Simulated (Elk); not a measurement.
Band structure of NiAl (Pm-3m, 2 atoms in the cell).

```
NiAl
1.0
    2.89000     0.00000     0.00000
    0.00000     2.89000     0.00000
    0.00000     0.00000     2.89000
Al Ni
1 1
Direct
  0.50000   0.50000   0.50000
  0.00000   0.00000   0.00000
```

Computed with PBE, all-electron FP-LAPW, Elk's shipped species files, APW+lo basis with extra local orbitals (Elk).

Settings: xctype = 20; rgkmax = 7.5; swidth = 0.00367493 Ha; ngridk = 9 9 9; gmaxvr = 16 1/bohr; nxlo = 2; lorbcnd = true; rmtscf = 0.96; lmaxi = 3; maxscl = 100.

The starting cell has typed, rounded lattice constants, without a prior relaxation at this level. Spin polarisation is off. Values depend on the basis (sphere radii, cutoffs, local orbitals), which need not be converged.

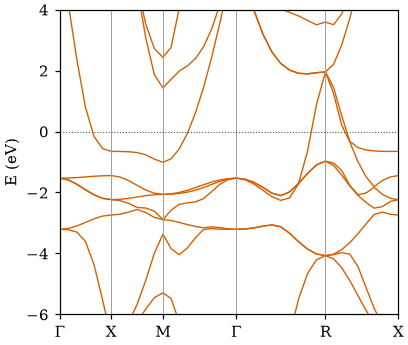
Bands along the path, energies from the Fermi level.

Levels in eV from the Fermi level, bands 9 to 16:
| point | 9 | 10 | 11 | 12 | 13 | 14 | 15 | 16 |
|---|---|---|---|---|---|---|---|---|
| Γ | -3.21 | -1.53 | -1.53 | -1.53 | 5.42 | 5.42 | 5.42 | 8.09 |
| X | -2.74 | -2.23 | -2.23 | -1.45 | -0.65 | 8.25 | 9.92 | 9.92 |
| M | -2.89 | -2.89 | -2.06 | -2.06 | -1.01 | 1.43 | 2.43 | 12.15 |
| R | -4.07 | -0.97 | -0.97 | 1.96 | 1.96 | 1.96 | 3.59 | 4.41 |

Bands cross the Fermi level along this path, so the cell is metallic at this level.
